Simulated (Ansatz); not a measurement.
```xyz
15

C    -1.8482    0.6209    0.1891
C     1.0662   -0.1601    1.6354
C     0.3818   -1.2607   -1.4485
N     0.7468    1.4940   -0.6984
V     0.0903    0.1813   -0.0841
H    -2.3206   -0.2841    0.6160
H    -1.9639    1.4652    0.8874
H    -2.3318    0.8770   -0.7670
H     0.9609    0.6911    2.3265
H     0.6109   -1.0638    2.0831
H     2.1369   -0.3386    1.4462
H    -0.0719   -2.1820   -1.0366
H     1.4573   -1.4225   -1.6243
H    -0.1030   -1.0022   -2.4034
H     1.1665    2.3337   -1.0920
```

Geometry: PBE0-D4/def2-SVP.

Level of theory: isolated molecule in a Gaussian basis; Kohn-Sham density functional theory, functional PBE0 in Ansatz 0.2.0.

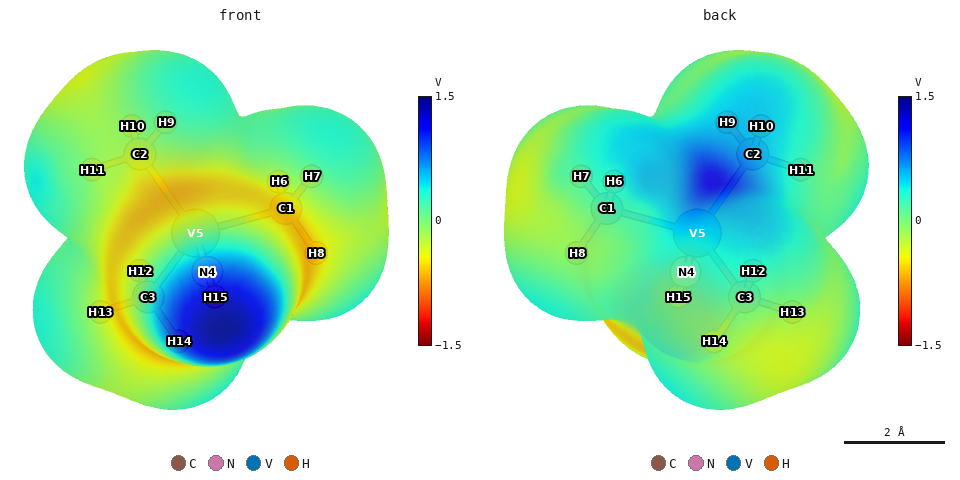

C3H10NV (SMILES [CH3][V]([CH3])([CH3])=[NH]). The molecular electrostatic potential painted on the density surface at 0.001 e/bohr³, seen from the front and from behind; the colour scale runs from red (negative) to blue (positive).

Q: Which sites attract a positive test charge, and which a negative one?

A: A positive charge is drawn to the negative regions and a negative charge to the positive ones. The most negative region (about −0.7 V) lies over N4, the most positive (about +1.4 V) over H15.
